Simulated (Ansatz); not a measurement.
**InNH4 (SMILES [NH2][InH2]), step by step**

We compute a series of 53 runs (B3LYP/def2-SVP, UB3LYP/def2-SVP, PBE/def2-TZVPP, UPBE/def2-TZVPP, B3LYP/def2-TZVPP, UB3LYP/def2-TZVPP, HF/def2-TZVPP, UHF/def2-TZVPP, and more) of H4InN and its partners. 

Program for the calculation: Ansatz 0.2.0.

**1. Starting point**

InNH4 has 6 atoms, charge 0, and is taken as a singlet. As SMILES, `[NH2][InH2]`. The shape is that of a PBE0-D4/def2-TZVP optimisation. The run starts from this shape.

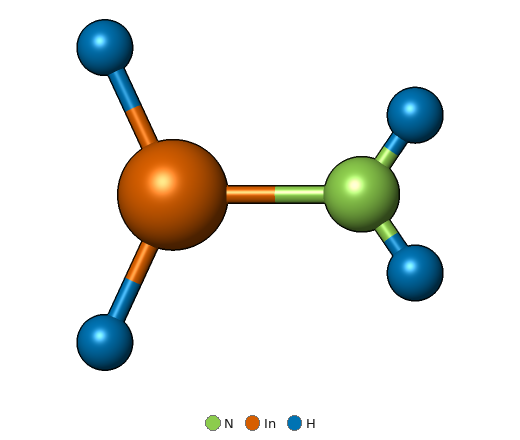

Viewed from a chosen angle; nitrogen green, indium orange, hydrogen blue.

**2. A structure relaxation at B3LYP/def2-SVP (core potential, paw set gaussian, start density atoms) (run 1)**

File input.yaml:

```yaml
crystal:
  periodic: [false, false, false]
  atoms:
    - {symbol: N, position_ang: [-0.092200, -1.060500, 0.036600]}
    - {symbol: In, position_ang: [0.095300, 0.935900, -0.048300]}
    - {symbol: H, position_ang: [-0.598000, -1.552900, 0.753400]}
    - {symbol: H, position_ang: [0.311900, -1.697300, -0.629300]}
    - {symbol: H, position_ang: [1.012500, 1.520500, -1.370700]}
    - {symbol: H, position_ang: [-0.687400, 1.790300, 1.212100]}
basis:
  gaussian: {orbitals: def2-SVP}
total_charge: 0
hamiltonian: {xc: {name: B3LYP}}
relax: {}
```

On the command line:

```
$ ansatz run input.yaml --threads 1 --pin off --max-ram 3480MiB --events-out events.jsonl --progress --plain --runs-dir runs
```

The program printed:

```text
Warning: RAYON_NUM_THREADS=1 ignored (pool sized by the plan → 1); use --threads N
The last accepted step is kept in runs//last_step.txt (removed where the run ends without a failure and the disk answers)
[... 40 lines left out ...]
Total energy: -6729.03767667 eV, -247.2875735120 hartree
[... 6 lines left out ...]
Dipole moment:    -0.014462    -0.156032     0.006775 e Å
```

It took 10 s on 1 thread of Arm Neoverse V1, shared host; peak memory 0.11 GiB.

Step by step:

```
step  energy from the first frame kept (eV)  largest force (eV/Å)
   1                                 0.0000                0.4280
   2                                -0.0117                0.1403
   3                                -0.0124                0.0234
   4                                -0.0124                0.0082
```

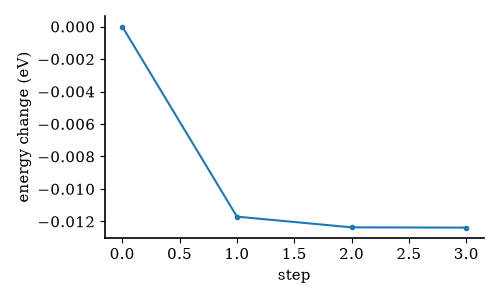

Energy along the run.

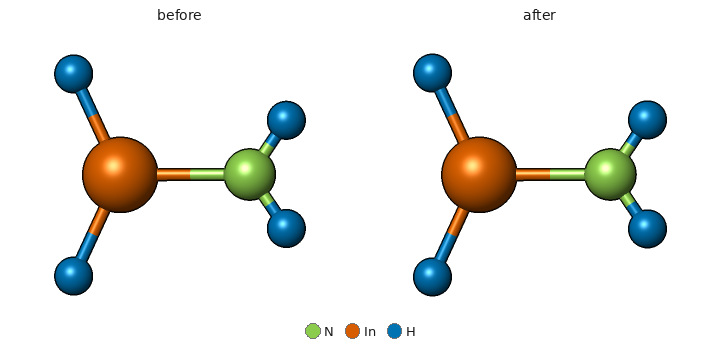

Before and after, at one scale.

After the run. Bond lengths: N1–In2 2.031 Å, N1–H3 1.015 Å, N1–H4 1.015 Å, In2–H5 1.726 Å, In2–H6 1.726 Å. Angles: N1–In2–H5 114.9°, N1–In2–H6 114.9°, In2–N1–H3 124.5°, In2–N1–H4 124.5°, H5–In2–H6 130.2°, H3–N1–H4 111.0°.

**3. The doublet cation: a geometry optimisation at UB3LYP/def2-SVP (core potential, paw set gaussian, start density atoms) (run 2)**

File job.yaml:

```yaml
crystal:
  periodic: [false, false, false]
  atoms:
    - {symbol: N, position_ang: [-0.092200, -1.060500, 0.036600]}
    - {symbol: In, position_ang: [0.095300, 0.935900, -0.048300]}
    - {symbol: H, position_ang: [-0.598000, -1.552900, 0.753400]}
    - {symbol: H, position_ang: [0.311900, -1.697300, -0.629300]}
    - {symbol: H, position_ang: [1.012500, 1.520500, -1.370700]}
    - {symbol: H, position_ang: [-0.687400, 1.790300, 1.212100]}
basis:
  gaussian: {orbitals: def2-SVP}
total_charge: 1
magnetization: {spin_polarized: true, initial_magnetization: 1}
hamiltonian: {xc: {name: B3LYP}}
relax: {}
```

On the command line:

```
$ ansatz run job.yaml --threads 1 --pin off --max-ram 3480MiB --events-out events.jsonl --progress --plain --runs-dir runs
```

The program printed:

```text
Warning: RAYON_NUM_THREADS=1 ignored (pool sized by the plan → 1); use --threads N
[... 1 set-up line as earlier in the session ...]
[... 65 lines left out ...]
Total energy: -6720.69020514 eV, -246.9808095913 hartree
[... 6 lines left out ...]
Dipole moment:    -0.073227    -0.783860     0.033658 e Å
```

Run time: 29 s. Hardware: 1 thread of Arm Neoverse V1, shared host; peak memory 0.15 GiB.

Steps, from the record of the run:

```
step  energy from the first frame kept (eV)  largest force (eV/Å)
   1                                 0.0000                4.8930
   2                                -0.6794                1.5688
   3                                -0.8001                0.1951
   4                                -0.7381                1.2668
   5                                -0.8024                0.1582
   6                                -0.8048                0.1682
   7                                -0.8052                0.0111
   8                                -0.8052                0.0001
```

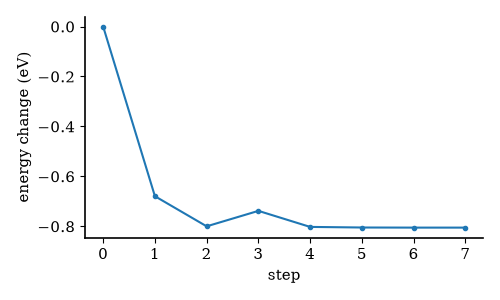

Energy along the run.

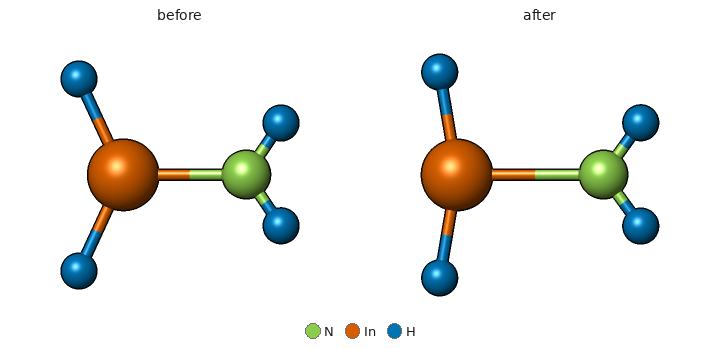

Before and after, at one scale.

After the run. Bond lengths: N1–In2 2.389 Å, N1–H3 1.033 Å, N1–H4 1.033 Å, In2–H5 1.687 Å, In2–H6 1.687 Å. Angles: N1–In2–H5 99.7°, N1–In2–H6 99.7°, In2–N1–H3 126.1°, In2–N1–H4 126.1°, H5–In2–H6 160.7°, H3–N1–H4 107.8°.

Runs 3 to 20 aren't shown in full; the table further down has their settings and results.

**4. The H atom: a single-point energy at UB3LYP/def2-TZVPP (paw set gaussian, start density atoms) (run 22)**

File molecule.yaml:

```yaml
crystal:
  periodic: [false, false, false]
  atoms:
    - {symbol: H, position_ang: [-0.598000, -1.552900, 0.753400]}
basis:
  gaussian: {orbitals: def2-TZVPP}
magnetization: {spin_polarized: true, initial_magnetization: 1}
hamiltonian: {xc: {name: B3LYP}}
```

Run the same way, it converges to -0.50215 Eh (log not shown).

Runs 23 to 60 aren't shown in full; the table further down has their settings and results.

**5. InNH3: a single-point energy at U-r2SCAN/def2-TZVPP (core potential, paw set gaussian, start density atoms) (run 61)**

File in.yaml:

```yaml
crystal:
  periodic: [false, false, false]
  atoms:
    - {symbol: "N", position_ang: [-0.250792, -1.093312, -0.061560]}
    - {symbol: In, position_ang: [0.182822, 0.934801, 0.019395]}
    - {symbol: H, position_ang: [-0.595801, -1.569827, 0.770246]}
    - {symbol: H, position_ang: [0.397473, -1.712872, -0.549656]}
    - {symbol: H, position_ang: [0.995798, 1.586910, -1.436724]}
basis:
  gaussian:
    orbitals: def2-TZVPP
hamiltonian:
  xc: r2scan
magnetization:
  spin_polarized: true
  initial_magnetization: 1
total_charge: 0
```

On the command line:

```
$ ansatz run in.yaml --threads 1 --pin off --max-ram 3480MiB --events-out events.jsonl --progress --plain --runs-dir runs
```

The program printed:

```text
Warning: RAYON_NUM_THREADS=1 ignored (pool sized by the plan → 1); use --threads N
Functional definition: r2SCAN
  name "r2SCAN"
  parameter k0 = 0.174
  parameter k1 = 0.065
  parameter a1 = 4.9479
  exchange = r2scan_x(k0 = k0, k1 = k1, a1 = a1)
  correlation = r2scan_c
720 factors; their error is unknown
mean field evaluation 1: about -6702.8228 eV, gradient 5.1e1 eV
mean field evaluation 2: about -6624.5353 eV, gradient 1.0e2 eV
mean field evaluation 4: about -6713.3014 eV, gradient 8.1e0 eV
mean field evaluation 8: about -6713.6146 eV, gradient 2.0e-1 eV
mean field evaluation 16: about -6713.6083 eV, gradient 7.9e-4 eV
mean field -6713.60828357 eV, -246.7205537739 hartree, gradient 6.7e-5 eV, S^2 0.757271; 0 other end points of the search recorded, 0 dependent functions left out
reference -6713.60830891 eV, -246.7205547053 hartree; 16, 15 occupied and 107, 108 virtual orbitals, 720 factors
Total energy: -6713.60830891 eV, -246.7205547053 hartree
```

Wall time 8.7 s (1 thread of Arm Neoverse V1, shared host); peak memory 0.17 GiB.

**6. The series**

```
run                                                                         level  broken bond   fragment atoms   partner  energy (Eh)  wall time
  1        B3LYP/def2-SVP (core potential, paw set gaussian, start density atoms)            –                –      base  -247.287574       10 s
  2       UB3LYP/def2-SVP (core potential, paw set gaussian, start density atoms)            –                –    cation  -246.980810       29 s
  3       UB3LYP/def2-SVP (core potential, paw set gaussian, start density atoms)            –                –     anion  -247.290648       49 s
  4       UB3LYP/def2-SVP (core potential, paw set gaussian, start density atoms)       (2, 1)        (2, 5, 6)  fragment  -191.337442      6.6 s
  6       UB3LYP/def2-SVP (core potential, paw set gaussian, start density atoms)       (3, 1)  (1, 2, 4, 5, 6)  fragment  -246.603696       47 s
  7       UB3LYP/def2-SVP (core potential, paw set gaussian, start density atoms)       (6, 2)  (1, 2, 3, 4, 5)  fragment  -246.670559       41 s
  8        PBE/def2-TZVPP (core potential, paw set gaussian, start density atoms)            –                –      base  -247.226586      2.3 s
  9       UPBE/def2-TZVPP (core potential, paw set gaussian, start density atoms)            –                –    cation  -246.910898      4.8 s
 10       UPBE/def2-TZVPP (core potential, paw set gaussian, start density atoms)            –                –     anion  -247.234724      4.5 s
 11       UPBE/def2-TZVPP (core potential, paw set gaussian, start density atoms)       (2, 1)        (2, 5, 6)  fragment  -191.269005      1.6 s
 13                       UPBE/def2-TZVPP (paw set gaussian, start density atoms)       (3, 1)              (3)  fragment    -0.499616     0.08 s
 14       UPBE/def2-TZVPP (core potential, paw set gaussian, start density atoms)       (3, 1)  (1, 2, 4, 5, 6)  fragment  -246.544300      5.7 s
 15                       UPBE/def2-TZVPP (paw set gaussian, start density atoms)       (6, 2)              (6)  fragment    -0.499616     0.08 s
 16       UPBE/def2-TZVPP (core potential, paw set gaussian, start density atoms)       (6, 2)  (1, 2, 3, 4, 5)  fragment  -246.613778      3.6 s
 17      B3LYP/def2-TZVPP (core potential, paw set gaussian, start density atoms)            –                –      base  -247.373417      3.3 s
 18     UB3LYP/def2-TZVPP (core potential, paw set gaussian, start density atoms)            –                –    cation  -247.059237      6.6 s
 19     UB3LYP/def2-TZVPP (core potential, paw set gaussian, start density atoms)            –                –     anion  -247.382994      5.7 s
 20     UB3LYP/def2-TZVPP (core potential, paw set gaussian, start density atoms)       (2, 1)        (2, 5, 6)  fragment  -191.347268      1.8 s
 22                     UB3LYP/def2-TZVPP (paw set gaussian, start density atoms)       (3, 1)              (3)  fragment    -0.502154      0.1 s
 23     UB3LYP/def2-TZVPP (core potential, paw set gaussian, start density atoms)       (3, 1)  (1, 2, 4, 5, 6)  fragment  -246.687902      6.9 s
 24                     UB3LYP/def2-TZVPP (paw set gaussian, start density atoms)       (6, 2)              (6)  fragment    -0.502154      0.1 s
 25     UB3LYP/def2-TZVPP (core potential, paw set gaussian, start density atoms)       (6, 2)  (1, 2, 3, 4, 5)  fragment  -246.753981      5.4 s
 26         HF/def2-TZVPP (core potential, paw set gaussian, start density atoms)            –                –      base  -245.993191      1.4 s
 27        UHF/def2-TZVPP (core potential, paw set gaussian, start density atoms)            –                –    cation  -245.737953        6 s
 28        UHF/def2-TZVPP (core potential, paw set gaussian, start density atoms)            –                –     anion  -245.983037      3.3 s
 29        UHF/def2-TZVPP (core potential, paw set gaussian, start density atoms)       (2, 1)        (2, 5, 6)  fragment  -190.325469     0.58 s
 31                        UHF/def2-TZVPP (paw set gaussian, start density atoms)       (3, 1)              (3)  fragment    -0.499810     0.04 s
 32        UHF/def2-TZVPP (core potential, paw set gaussian, start density atoms)       (3, 1)  (1, 2, 4, 5, 6)  fragment  -245.354799      7.5 s
 33                        UHF/def2-TZVPP (paw set gaussian, start density atoms)       (6, 2)              (6)  fragment    -0.499810     0.04 s
 34        UHF/def2-TZVPP (core potential, paw set gaussian, start density atoms)       (6, 2)  (1, 2, 3, 4, 5)  fragment  -245.402807      3.3 s
 35        MP2/def2-TZVPP (core potential, paw set gaussian, start density atoms)            –                –      base  -246.513043      2.7 s
 36       UMP2/def2-TZVPP (core potential, paw set gaussian, start density atoms)            –                –    cation  -246.193073      9.3 s
 37       UMP2/def2-TZVPP (core potential, paw set gaussian, start density atoms)            –                –     anion  -246.512867      4.5 s
 38       UMP2/def2-TZVPP (core potential, paw set gaussian, start density atoms)       (2, 1)        (2, 5, 6)  fragment  -190.601427      1.1 s
 41       UMP2/def2-TZVPP (core potential, paw set gaussian, start density atoms)       (3, 1)  (1, 2, 4, 5, 6)  fragment  -245.821368      7.5 s
 42                        UHF/def2-TZVPP (paw set gaussian, start density atoms)       (6, 2)              (6)  fragment    -0.499810     0.04 s
 43       UMP2/def2-TZVPP (core potential, paw set gaussian, start density atoms)       (6, 2)  (1, 2, 3, 4, 5)  fragment  -245.895685      4.5 s
 44    wB97M-V/def2-TZVPP (core potential, paw set gaussian, start density atoms)            –                –      base  -247.213809       11 s
 45  U-wB97M-V/def2-TZVPP (core potential, paw set gaussian, start density atoms)            –                –    cation  -246.898275       20 s
 46  U-wB97M-V/def2-TZVPP (core potential, paw set gaussian, start density atoms)            –                –     anion  -247.217418       24 s
 47  U-wB97M-V/def2-TZVPP (core potential, paw set gaussian, start density atoms)       (2, 1)        (2, 5, 6)  fragment  -191.209279      6.6 s
 49                  U-wB97M-V/def2-TZVPP (paw set gaussian, start density atoms)       (3, 1)              (3)  fragment    -0.494111     0.22 s
 50  U-wB97M-V/def2-TZVPP (core potential, paw set gaussian, start density atoms)       (3, 1)  (1, 2, 4, 5, 6)  fragment  -246.530801       30 s
 51                  U-wB97M-V/def2-TZVPP (paw set gaussian, start density atoms)       (6, 2)              (6)  fragment    -0.494111     0.22 s
 52  U-wB97M-V/def2-TZVPP (core potential, paw set gaussian, start density atoms)       (6, 2)  (1, 2, 3, 4, 5)  fragment  -246.597018       20 s
 53     r2SCAN/def2-TZVPP (core potential, paw set gaussian, start density atoms)            –                –      base  -247.336248      5.4 s
 54   U-r2SCAN/def2-TZVPP (core potential, paw set gaussian, start density atoms)            –                –    cation  -247.025836       11 s
 55   U-r2SCAN/def2-TZVPP (core potential, paw set gaussian, start density atoms)            –                –     anion  -247.345946       11 s
 56   U-r2SCAN/def2-TZVPP (core potential, paw set gaussian, start density atoms)       (2, 1)        (2, 5, 6)  fragment  -191.342553      3.6 s
 58                   U-r2SCAN/def2-TZVPP (paw set gaussian, start density atoms)       (3, 1)              (3)  fragment    -0.499927     0.34 s
 59   U-r2SCAN/def2-TZVPP (core potential, paw set gaussian, start density atoms)       (3, 1)  (1, 2, 4, 5, 6)  fragment  -246.655807       12 s
 60                   U-r2SCAN/def2-TZVPP (paw set gaussian, start density atoms)       (6, 2)              (6)  fragment    -0.499927     0.34 s
 61   U-r2SCAN/def2-TZVPP (core potential, paw set gaussian, start density atoms)       (6, 2)  (1, 2, 3, 4, 5)  fragment  -246.720555      8.7 s
```

**7. Results**

| quantity | value |
| --- | --- |
| InNH3, run 61: total energy | -246.72055 Eh |
| InNH3, run 61: ⟨S²⟩ | 0.757 |
| adiabatic electron affinity (to the doublet anion, shapes relaxed at B3LYP/def2-SVP, no zero-point term), PBE/def2-TZVPP | 0.221 eV |
| adiabatic electron affinity (to the doublet anion, shapes relaxed at B3LYP/def2-SVP, no zero-point term), B3LYP/def2-TZVPP | 0.261 eV |
| adiabatic electron affinity (to the doublet anion, shapes relaxed at B3LYP/def2-SVP, no zero-point term), HF/def2-TZVPP | -0.276 eV |
| adiabatic electron affinity (to the doublet anion, shapes relaxed at B3LYP/def2-SVP, no zero-point term), wB97M-V/def2-TZVPP | 0.098 eV |
| dissociation energy of the H6–In2 bond into doublet H and doublet InNH3 (shapes relaxed at B3LYP/def2-SVP, no zero-point term), PBE/def2-TZVPP | 3.080 eV |
| dissociation energy of the H6–In2 bond into doublet H and doublet InNH3 (shapes relaxed at B3LYP/def2-SVP, no zero-point term), wB97M-V/def2-TZVPP | 3.338 eV |
| dissociation energy of the H3–N1 bond into doublet H and doublet InNH3 (shapes relaxed at B3LYP/def2-SVP, no zero-point term), r2SCAN/def2-TZVPP | 4.912 eV |
| adiabatic ionisation energy (to the doublet cation, shapes relaxed at B3LYP/def2-SVP, no zero-point term), r2SCAN/def2-TZVPP | 8.447 eV |

At PBE/def2-TZVPP: the adiabatic electron affinity (to the doublet anion, shapes relaxed at B3LYP/def2-SVP, no zero-point term) is 0.22 eV (21.4 kJ/mol). At B3LYP/def2-TZVPP: the adiabatic electron affinity (to the doublet anion, shapes relaxed at B3LYP/def2-SVP, no zero-point term) is 0.26 eV (6.0 kcal/mol). At HF/def2-TZVPP: the adiabatic electron affinity (to the doublet anion, shapes relaxed at B3LYP/def2-SVP, no zero-point term) is −0.28 eV (−6.4 kcal/mol). A negative value puts this state of the anion above the relaxed parent: the electron is not bound at this level, and such a value depends on the basis. At wB97M-V/def2-TZVPP: the adiabatic electron affinity (to the doublet anion, shapes relaxed at B3LYP/def2-SVP, no zero-point term) is 0.10 eV (9.5 kJ/mol). At PBE/def2-TZVPP: the dissociation energy of the H6–In2 bond into doublet H and doublet InNH3 (shapes relaxed at B3LYP/def2-SVP, no zero-point term) is 3.08 eV (297 kJ/mol). Totals of different functionals can't be ranked against each other. All runs together took 7.5 min, the longest 49 s.
